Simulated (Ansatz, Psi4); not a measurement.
# PF3 (phosphorus trifluoride): a line through the functionals

PF3: 4 atoms, total charge 0, spin state singlet. As SMILES, `FP(F)F`. The shape is that of a PBE0-D4/def2-TZVP optimisation.

The HOMO–LUMO gap y, in eV, basis 6-311+G(d,p); a is the functional's share of exact exchange. Programs: Ansatz 0.2.0, Psi4 1.11.

| functional | program | a | y (eV) |
| --- | --- | --- | --- |
| BLYP | Psi4 | 0 | 6.59 |
| TPSS | Psi4 | 0 | 6.83 |
| B3LYP | Psi4 | 0.2 | ? |
| r2SCAN0 | Ansatz | 0.25 | 9.34 |
| PBE0 | Psi4 | 0.25 | 8.90 |
| BHLYP | Psi4 | 0.5 | 11.10 |

Fit y = c + s·a to the known rows and predict B3LYP.


1. Means of the 5 rows: a = 0.2000, y = 8.552.
2. Σ(Δa)² = 0.175, Σ(Δa·Δy) = 1.558, so the slope is 1.558/0.175 = 8.9029.
3. Intercept: 8.552 − (8.9029) × 0.2000 = 6.771. The largest residual of the fit is 0.34.
4. B3LYP: 6.771 + (8.9029) × 0.2 = 8.55 eV.

The run gave 8.45 eV, so the prediction is off by +0.10 eV, within the largest residual. Exact exchange lowers occupied levels and raises empty ones. The rows mix families of semi-local functionals, which the line can't see.

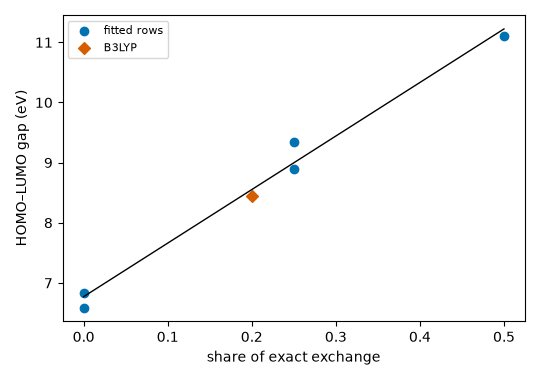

The fitted line, with the withheld row.
